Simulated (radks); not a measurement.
System: the neutral tin atom, configuration [Kr] 4d10 5s2 5p1 5d1. Level of theory: scalar-relativistic Kohn-Sham, PBEsol, spin-unpolarised, spherical densities, finite nucleus. Computed with the in-house radial solver radks.

```
Z 50
configuration [Kr] 4d10 5s2 5p1 5d1
relativity scalar-relativistic
functional pbe_sol,pbe_sol
spin unpolarised
nucleus finite rms 4.6519 fm
c 137.035999084
```

Wanted: the number of electrons inside radius r (solid) and the radial density 4πr²ρ (dashed).

The count levels off at 50 electrons. Half of them lie within 0.412 bohr, 90 % within 1.62 bohr and 99 % within 8.24 bohr. The radial density has minima at 0.0399, 0.173 and 0.569 bohr, where the count stands at 2.0, 11.2 and 29.0; these part the shells that the density resolves.

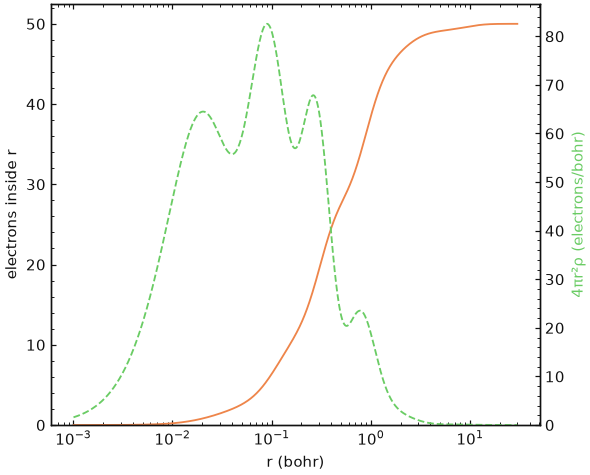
